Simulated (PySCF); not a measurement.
Input

```
{"job": {"kind": "nmr", "xc": "PBE0", "basis": "pcSseg-1"}, "charge": 0, "multiplicity": 1}
C      2.911541    -0.457361     0.934355
C      1.899910     0.099112     0.599480
Si     0.357691     0.946846     0.035118
S      0.988312     2.260757    -1.561733
N     -0.821887    -0.128325    -0.617753
Si    -1.784818    -1.273846     0.265232
H      3.796644    -0.941707     1.233872
H     -0.241553     1.733973     1.105427
H     -0.226545     2.700757    -1.856592
H     -0.768937    -0.279407    -1.612838
H     -2.587720    -0.504534     1.214628
H     -2.601905    -1.942362    -0.744521
H     -0.925122    -2.213417     0.987598
```

Command:

```sh
OMP_NUM_THREADS=1 python probes_run.py task.json out
```

Geometry: GFN2-xTB.

Theory: PBE0/pcSseg-1, SCF density, gas phase, non-relativistic in PySCF.

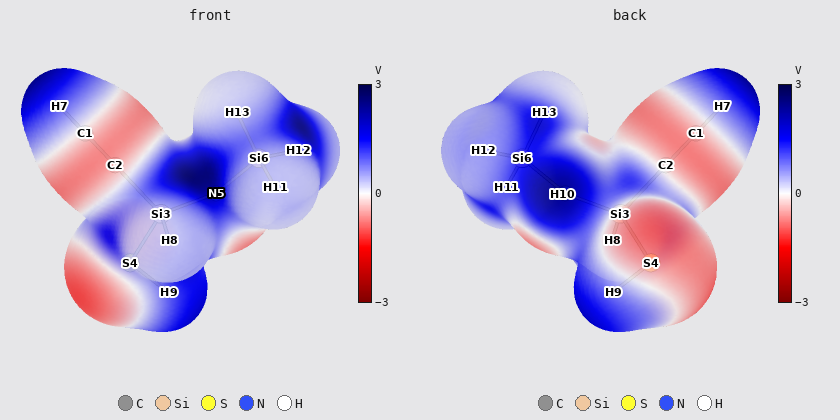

C2H7NSSi2. The molecular electrostatic potential painted on the density surface at 0.004 e/bohr³, seen from the front and from behind; red is negative and blue positive.

Q: Which sites attract a positive test charge, and which a negative one?

A: A positive charge is drawn to the negative regions and a negative charge to the positive ones. The most negative region (about −1.1 V) lies over S4, the most positive (about +2.6 V) over Si3 and Si6.

Q: What dipole moment does the calculation give?

A: Its dipole moment is 1.63 D.
